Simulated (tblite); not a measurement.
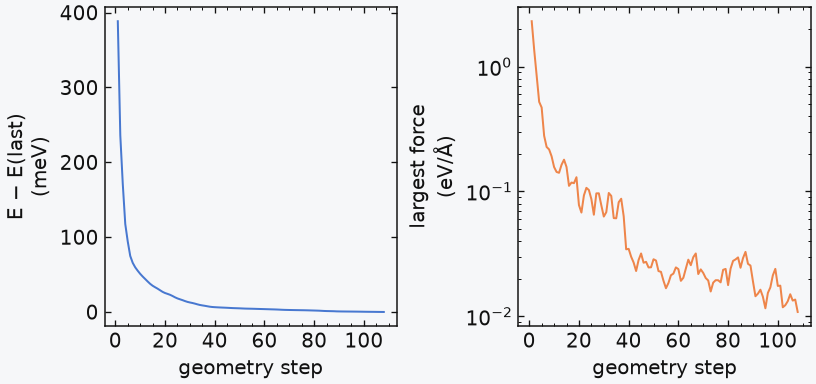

History of a geometry optimisation.

System: C₈H₁₁NP (SMILES C=C[P@H+](C)c1cccnc1) (charge +1).
Method: tblite 0.8.0, GFN2-xTB geometry optimisation, gas phase.

### How did it end, and what did it gain?

The optimisation met its thresholds at geometry 108, counting the start as the first. The energy fell by about 390 meV from the first step to the last. The largest force goes from about 2.3 eV/Å at the start to 0.011 eV/Å at the end.
